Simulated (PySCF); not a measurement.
# C2H5O3SeSi: the cost of one run

Programs: PySCF 2.14.0, with routines of our own; each step states its level. All values are computed. Atoms count from 0.

## Step 1: The system as given

12 atoms, charge 0, multiplicity 2; geometry from: GFN2-xTB.

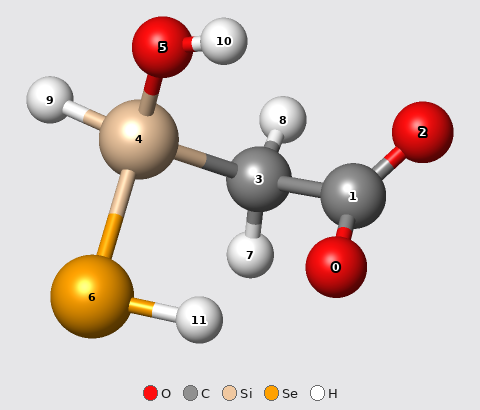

The starting geometry (oxygen red, carbon grey, silicon light orange, selenium orange, hydrogen white).

## Step 2: Open-shell or spin-flip excitations: unrestricted TDDFT PBE0/def2-SVPD

What the job is given:

```
{"job": {"kind": "uabs", "xc": "PBE0", "basis": "def2-SVPD", "nstates": 10, "tda": false}, "charge": 0, "multiplicity": 2}
O     -0.087370    -1.185860     1.536355
C      0.918660    -0.911844     0.901144
O      2.091696    -0.747031     1.150649
C      0.632401    -0.672097    -0.673606
Si    -0.517476     0.840556    -0.775507
O     -0.009885     2.081826     0.110739
Se    -2.532150    -0.028084    -0.033824
H      0.173673    -1.592399    -1.028490
H      1.581252    -0.521804    -1.181508
H     -0.699081     1.411089    -2.094820
H      0.359698     2.033145     0.991151
H     -1.910219    -0.708183     1.071688
```

Level: unrestricted TDDFT PBE0/def2-SVPD, vertical, gas phase, core orbitals frozen in the response.

The run is started by

```console
$ OMP_NUM_THREADS=1 python excited_run.py task.json out
```

The driver reads the jobs from task.json and runs them one after another.

Q: Estimate the wall time and peak memory of this first job on 1 thread of Arm Neoverse V2, shared host.

About 1.9 min, with a peak of 0.77 GiB.
